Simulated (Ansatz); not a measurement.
System: Ge on a slab of content WSe₂.

Structure:
```yaml
crystal:
  lattice:
    - [3.27900, 0.00000, 0.00000]
    - [-1.63950, 2.83970, 0.00000]
    - [0.00000, 0.00000, 33.15740]
  atoms:
    - { symbol: Se, position: [0.66667, 0.33333, 0.25635] }
    - { symbol: W, position: [0.33333, 0.66667, 0.30715] }
    - { symbol: Se, position: [0.66667, 0.33333, 0.35795] }
    - { symbol: Se, position: [0.33333, 0.66667, 0.44920] }
    - { symbol: W, position: [0.66667, 0.33333, 0.50000] }
    - { symbol: Se, position: [0.33333, 0.66667, 0.55080] }
    - { symbol: Se, position: [0.66667, 0.33333, 0.64220] }
    - { symbol: W, position: [0.33333, 0.66667, 0.69304] }
    - { symbol: Se, position: [0.66667, 0.33333, 0.74389] }
```

How it was computed, with Ansatz 0.2.0: adsorption at several starting sites on a slab cut from the named crystal, one adsorbate a surface cell, the lower planes held, the adsorption energy counts from the clean slab and the free, spin-polarised adsorbate, negative where bound, plane waves with PAW datasets, Γ-centred k mesh. Level: PBE with D3(BJ), collinear spin.

```
                   setting             value
           crystal formula              WSe2
crystal space group number               194
            Miller index h                 0
            Miller index k                 0
            Miller index l                 1
                 top plane                Se
              bottom plane                Se
                    planes                 9
              surface cell            (1, 1)
     slab thickness as cut           16.16 Å
                    vacuum              17 Å
              surface area          9.312 Å²
               wave cutoff            420 eV
                    k mesh             9×9×1
               occupations          Gaussian
            smearing width           0.05 eV
                  boundary  dipole corrected
                 adsorbate                Ge
```

Sites are named by a rule of distances and placed in fractions of the cell vectors a and b; the slab's top layers relax too; key: 1 = top site at (0.67, 0.33); 2 = hollow site at (0.00, 0.00).

Predict the adsorption energy of each starting site.

Among these starts the lowest is no. 1, at −2.914 eV; no. 2 is 0.064 eV higher.

```csv
starting site,adsorption energy (eV),height over highest slab atom (Å),dipole change (e Å)
no. 1,-2.914,2.614,0.022
no. 2,-2.850,2.721,0.001
```

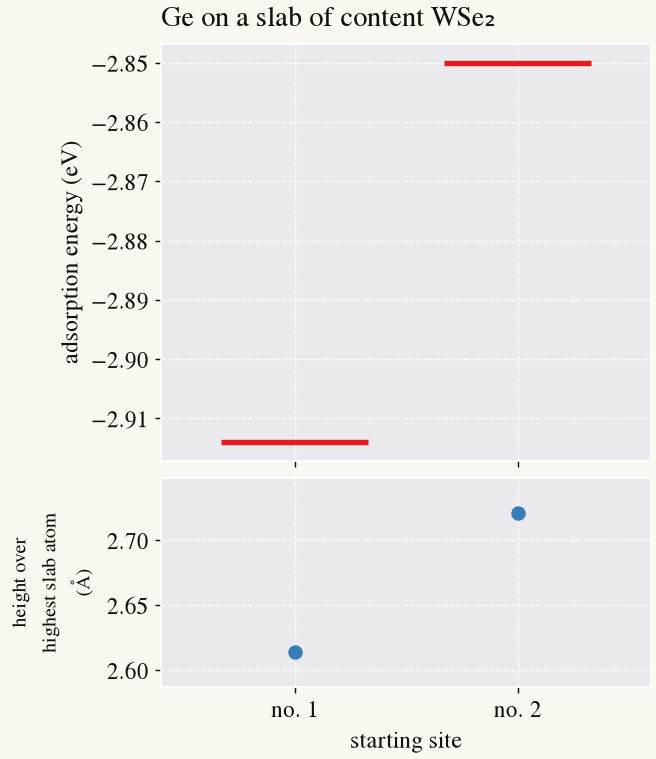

Note: odd k mesh can miss points on the zone edge; starting moments lost; xc potential rough in thin density.
